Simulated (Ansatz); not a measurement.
# C₃H₅AlO: small, medium and large basis sets

How large a basis does C₃H₅AlO need? Two functionals are run in growing sets.

Method: one geometry, several basis sets; program: Ansatz 0.2.0, Gaussian basis.

Plan: PBE0-D4/def2-SVP; ωB97M-V/def2-SVP; PBE0-D4/def2-QZVPP; ωB97M-V/def2-QZVPP; the functionals' def2-TZVPP values are taken from earlier runs.

## (1) The geometry

All runs share one geometry, relaxed beforehand with PBE0-D4 in a triple-zeta def2 set.

SMILES `C=[C]1[O][Al]1[CH3]`, 10 atoms, charge 0, spin multiplicity 1.

Atoms are counted from 1 here; the program's logs count them from 0.

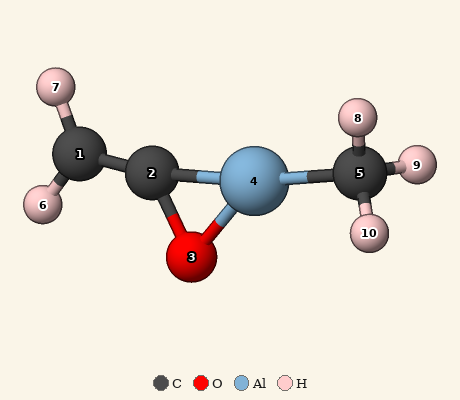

The structure; carbon dark grey, oxygen red, aluminium light blue, hydrogen pink; atoms are numbered from 1 in the order of the file.

## (2) PBE0-D4 in def2-SVP

The input, in.yaml:

```yaml
crystal:
  periodic: [false, false, false]
  atoms:
    - {symbol: C, position_ang: [-0.860753, -1.988600, 1.580069]}
    - {symbol: C, position_ang: [-0.315505, -1.082880, 0.786656]}
    - {symbol: O, position_ang: [0.961860, -1.150488, 0.172572]}
    - {symbol: Al, position_ang: [0.203805, 0.334757, -0.283150]}
    - {symbol: C, position_ang: [0.520329, 1.908332, -1.352583]}
    - {symbol: H, position_ang: [-0.335575, -2.905725, 1.831950]}
    - {symbol: H, position_ang: [-1.847650, -1.825306, 1.992110]}
    - {symbol: H, position_ang: [-0.047939, 2.765693, -0.986315]}
    - {symbol: H, position_ang: [0.222539, 1.726354, -2.389000]}
    - {symbol: H, position_ang: [1.581989, 2.166864, -1.349408]}
basis:
  gaussian: {orbitals: def2-SVP}
hamiltonian: {xc: pbe0, dispersion: d4}
output: {orbitals: {seedname: orbitals}}
```

Launch:

```console
ansatz run in.yaml --threads 2 --pin off --events-out ev --progress --plain --max-ram 4352MiB
```

The log of the run:

```text
Functional definition: PBE0
  name "PBE0"
  cite "Adamo & Barone, J. Chem. Phys. 110, 6158 (1999) doi:10.1063/1.478522"
  cite "Perdew, Burke & Ernzerhof, Phys. Rev. Lett. 77, 3865 (1996) doi:10.1103/PhysRevLett.77.3865"
  parent pbe
  parameter a = 0.25
  parameter kappa = 0.804
  parameter beta = 0.06672455060314922
  exchange = (1 - a)*pbe_x(kappa = kappa, mu = beta*pi^2/3) + a*exact_x
  correlation = pbe_c(beta = beta)
1133 factors; their error is unknown
mean field evaluation 1: about -11809.5549 eV, gradient 6.6e1 eV
mean field evaluation 2: about -11793.9700 eV, gradient 1.1e2 eV
mean field evaluation 4: about -11819.9720 eV, gradient 4.9e0 eV
mean field evaluation 8: about -11820.0357 eV, gradient 2.1e-1 eV
mean field evaluation 16: about -11820.1304 eV, gradient 6.2e-5 eV
mean field -11820.13037609 eV, -434.3817793492 hartree, gradient 6.2e-5 eV, S^2 0.000000; 0 other end points of the search recorded, 0 dependent functions left out
reference -11820.13040761 eV, -434.3817805077 hartree; 22, 22 occupied and 77, 77 virtual orbitals, 1133 factors
Total energy: -11820.27694769 eV, -434.3871657562 hartree
```

It took 1 s on 2 threads of Intel Xeon 6975P-C, shared host.

## (3) ωB97M-V in def2-SVP

Edit in.yaml of step 2 so:

```diff
@@ -15,3 +15,3 @@
   gaussian: {orbitals: def2-SVP}
-hamiltonian: {xc: pbe0, dispersion: d4}
+hamiltonian: {xc: {name: wB97M-V}}
 output: {orbitals: {seedname: orbitals}}
```

The command is unchanged.

The log of the run, cut to the lines that bear on the results:

```text
Functional definition: wB97M-V
  name "wB97M-V"
  cite "Mardirossian & Head-Gordon, J. Chem. Phys. 144, 214110 (2016) doi:10.1063/1.4952647"
  cite "Becke, J. Chem. Phys. 107, 8554 (1997) doi:10.1063/1.475007"
  cite "Vydrov & Van Voorhis, J. Chem. Phys. 133, 244103 (2010) doi:10.1063/1.3521275"
  # Of w^i u^j: cxij and so on, Table III.
[...]
  gx(w, u) = 1 - cx + cx01*u + cx10*w
  gss(w, u) = css00 + css04*u^4 + css10*w + css20*w^2 + css43*w^4*u^3
  gos(w, u) = cos00 + cos10*w + (cos20 + cos21*u)*w^2 + (cos60 + cos61*u)*w^6
[...]
      + integral(e_c_pw_mod_opposite_spin*gos(b97_w_opposite, b97_u_opposite)) + vv10(b, c)
1114 factors; their error is unknown
277 factors; integrals over basis functions are off by at most 1.1e-5 eV
[...]
mean field -11826.67043532 eV, -434.6221220929 hartree, gradient 8.8e-5 eV, S^2 0.000000; 0 other end points of the search recorded, 0 dependent functions left out
reference -11826.67048373 eV, -434.6221238718 hartree; 22, 22 occupied and 77, 77 virtual orbitals, 1114 factors
Total energy: -11826.67048373 eV, -434.6221238718 hartree
```

Wall time 3.2 s (2 threads of Intel Xeon 6975P-C, shared host).

## (4) PBE0-D4 in def2-QZVPP

Edit in.yaml of step 3 so:

```diff
@@ -14,4 +14,4 @@
 basis:
-  gaussian: {orbitals: def2-SVP}
-hamiltonian: {xc: {name: wB97M-V}}
+  gaussian: {orbitals: "def2-QZVPP.json"}
+hamiltonian: {xc: pbe0, dispersion: d4}
 output: {orbitals: {seedname: orbitals}}
```

Launched as before.

The log of the run:

```text
Functional definition: PBE0
  name "PBE0"
  cite "Adamo & Barone, J. Chem. Phys. 110, 6158 (1999) doi:10.1063/1.478522"
  cite "Perdew, Burke & Ernzerhof, Phys. Rev. Lett. 77, 3865 (1996) doi:10.1103/PhysRevLett.77.3865"
  parent pbe
  parameter a = 0.25
  parameter kappa = 0.804
  parameter beta = 0.06672455060314922
  exchange = (1 - a)*pbe_x(kappa = kappa, mu = beta*pi^2/3) + a*exact_x
  correlation = pbe_c(beta = beta)
1410 factors; their error is unknown
mean field evaluation 1: about -11814.5013 eV, gradient 8.1e1 eV
mean field evaluation 2: about -11791.0974 eV, gradient 1.3e2 eV
mean field evaluation 4: about -11828.9151 eV, gradient 8.3e0 eV
mean field evaluation 8: about -11829.0700 eV, gradient 3.2e-1 eV
mean field evaluation 16: about -11829.0758 eV, gradient 1.9e-4 eV
mean field -11829.07582272 eV, -434.7105184494 hartree, gradient 4.2e-5 eV, S^2 0.000000; 0 other end points of the search recorded, 0 dependent functions left out
reference -11829.07586495 eV, -434.7105200013 hartree; 22, 22 occupied and 426, 426 virtual orbitals, 1410 factors
Total energy: -11829.22240503 eV, -434.7159052498 hartree
```

It took 8 s on 2 threads of Intel Xeon 6975P-C, shared host; peak memory 1.2 GiB.

## (5) ωB97M-V in def2-QZVPP

Edit in.yaml of step 4 so:

```diff
@@ -15,3 +15,3 @@
   gaussian: {orbitals: "def2-QZVPP.json"}
-hamiltonian: {xc: pbe0, dispersion: d4}
+hamiltonian: {xc: {name: wB97M-V}}
 output: {orbitals: {seedname: orbitals}}
```

Same command.

The log of the run, cut to the lines that bear on the results:

```text
Functional definition: wB97M-V
  name "wB97M-V"
  cite "Mardirossian & Head-Gordon, J. Chem. Phys. 144, 214110 (2016) doi:10.1063/1.4952647"
  cite "Becke, J. Chem. Phys. 107, 8554 (1997) doi:10.1063/1.475007"
  cite "Vydrov & Van Voorhis, J. Chem. Phys. 133, 244103 (2010) doi:10.1063/1.3521275"
  # Of w^i u^j: cxij and so on, Table III.
[...]
  gx(w, u) = 1 - cx + cx01*u + cx10*w
  gss(w, u) = css00 + css04*u^4 + css10*w + css20*w^2 + css43*w^4*u^3
  gos(w, u) = cos00 + cos10*w + (cos20 + cos21*u)*w^2 + (cos60 + cos61*u)*w^6
[...]
      + integral(e_c_pw_mod_opposite_spin*gos(b97_w_opposite, b97_u_opposite)) + vv10(b, c)
1367 factors; their error is unknown
376 factors; integrals over basis functions are off by at most 1.1e-5 eV
[...]
mean field -11835.81502332 eV, -434.9581795036 hartree, gradient 4.3e-5 eV, S^2 0.000000; 0 other end points of the search recorded, 0 dependent functions left out
reference -11835.81509048 eV, -434.9581819715 hartree; 22, 22 occupied and 426, 426 virtual orbitals, 1367 factors
Total energy: -11835.81509048 eV, -434.9581819715 hartree
```

Wall time 17 s (2 threads of Intel Xeon 6975P-C, shared host); peak memory 1.5 GiB.

## (6) Functionals by basis

The def2-TZVPP values come from earlier runs at the same geometry.

| functional | basis | functions | energy (eV) | from the largest (eV) | HOMO (eV) | LUMO (eV) |
| --- | --- | --- | --- | --- | --- | --- |
| PBE0-D4 | def2-SVP | 99 | -11820.2769 | 8.945 | -6.04 | -0.74 |
| PBE0-D4 | def2-TZVPP | 236 | -11828.7208 | 0.502 | -6.16 | -0.87 |
| PBE0-D4 | def2-QZVPP | 448 | -11829.2224 | 0.000 | -6.20 | -0.95 |
| ωB97M-V | def2-SVP | 99 | -11826.6705 | 9.145 | -8.26 | 0.99 |
| ωB97M-V | def2-TZVPP | 236 | -11835.3348 | 0.480 | -8.39 | 0.65 |
| ωB97M-V | def2-QZVPP | 448 | -11835.8151 | 0.000 | -8.42 | 0.30 |

## (7) Summary of results

| quantity | value |
| --- | --- |
| PBE0-D4: double and triple zeta above quadruple | 8.95, 0.50 eV |
| ωB97M-V: double and triple zeta above quadruple | 9.14, 0.48 eV |

In words: PBE0-D4 gains 8.44 eV from double to triple zeta, then 0.50 eV more. Total energies overstate the basis error of differences, where much of it tends to cancel. The LUMO of ωB97M-V is positive and keeps falling with the basis (0.99 to 0.30 eV): an unbound level that the basis holds in place.

For PBE0-D4 the largest set took about 8 times as long as the smallest (8 s against 1 s).
